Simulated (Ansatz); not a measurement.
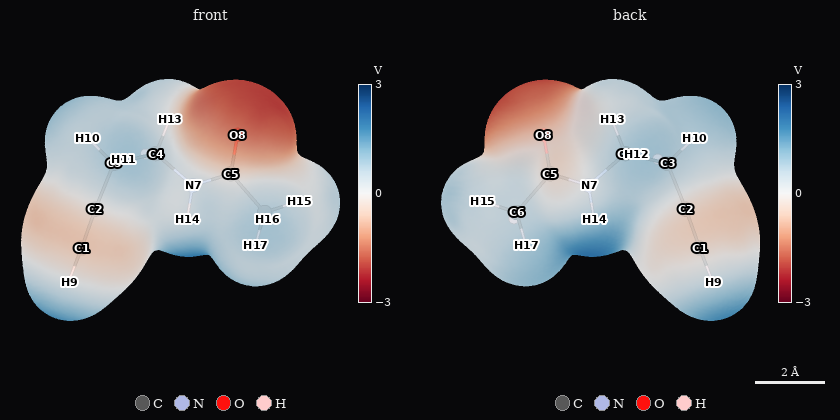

Figure. C₆H₉NO (SMILES C#CCCNC(C)=O). The electrostatic potential painted on the density surface at 0.002 e/bohr³, seen from the front and from behind; the colour scale runs from red (negative) to blue (positive).

Geometry: PBE-D3(BJ)/def2-SVP.

Computed with isolated molecule in a Gaussian basis; Kohn-Sham density functional theory, functional PBE0 (Ansatz 0.2.0).

```yaml
atoms:
  - { symbol: C, position_ang: [1.0469, 3.6892, 0.3315] }
  - { symbol: C, position_ang: [0.5754, 2.6402, 0.7491] }
  - { symbol: C, position_ang: [0.0034, 1.3666, 1.1787] }
  - { symbol: C, position_ang: [-0.1686, 0.3672, 0.0114] }
  - { symbol: C, position_ang: [-2.3116, 0.4536, -1.2067] }
  - { symbol: C, position_ang: [-3.0961, 1.1759, -2.2925] }
  - { symbol: N, position_ang: [-1.0115, 0.8788, -1.0452] }
  - { symbol: O, position_ang: [-2.8030, -0.4489, -0.5323] }
  - { symbol: H, position_ang: [1.4705, 4.6232, -0.0095] }
  - { symbol: H, position_ang: [0.6493, 0.9080, 1.9591] }
  - { symbol: H, position_ang: [-0.9874, 1.5412, 1.6516] }
  - { symbol: H, position_ang: [0.8292, 0.0956, -0.3940] }
  - { symbol: H, position_ang: [-0.6628, -0.5518, 0.3835] }
  - { symbol: H, position_ang: [-0.6865, 1.6996, -1.5588] }
  - { symbol: H, position_ang: [-3.5202, 0.4214, -2.9832] }
  - { symbol: H, position_ang: [-3.9530, 1.6995, -1.8234] }
  - { symbol: H, position_ang: [-2.5004, 1.9076, -2.8727] }
```

### Describe the electrostatic potential map.

The most negative region (about −2.1 V) lies over O8, the most positive (about +2.0 V) over H14. O8 is the likeliest acceptor of a hydrogen bond.
